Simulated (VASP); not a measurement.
Band structure of Zr (hcp). Calculation: PBE GGA with D4 dispersion, VASP's PBE PAW potentials (set 64) (plane waves; VASP).

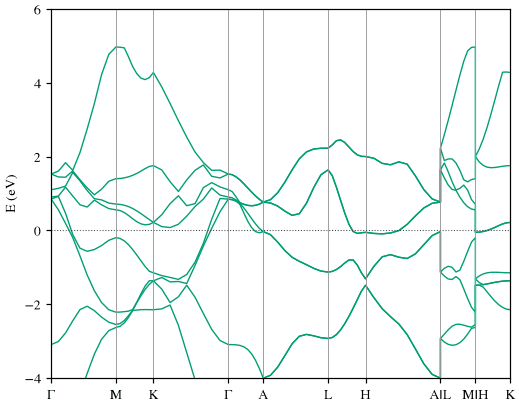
Figure: Bands along high-symmetry lines, zero at the valence-band maximum or, without a gap, the Fermi level

Read the plot: is there a gap, and where are the band edges?

It has no gap at this level: it comes out as a metal or semimetal. (Edges off the drawn lines would not show.)

The compound is Zr in the hcp structure. It was relaxed first.
